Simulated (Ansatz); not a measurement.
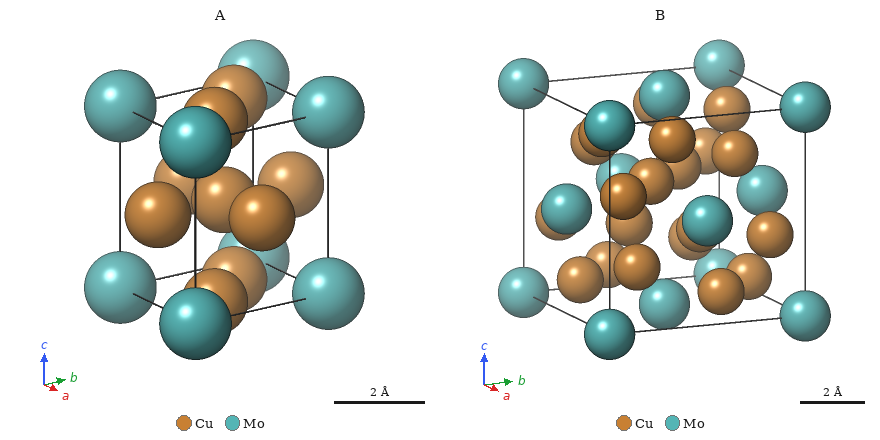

Two structures of Cu5Mo, each relaxed to rest (conventional cells in solid outline, small ones repeated, not to one scale). Method: DFT PBE, scalar-relativistic, plane waves, PAW in Ansatz, with collinear spins.

Describe A and B.

A: CaCu₅ type, P6/mmm. B: 24 atoms a cell on a face-centred cubic lattice, F-43m.

Which has the lower energy, and by how much?

B is lower, by 94 meV/atom at this level of theory (energies at zero smearing). Volumes: A 13.2, B 12.9 Å³/atom.

One or both may be structure types tried for this composition rather than known phases.
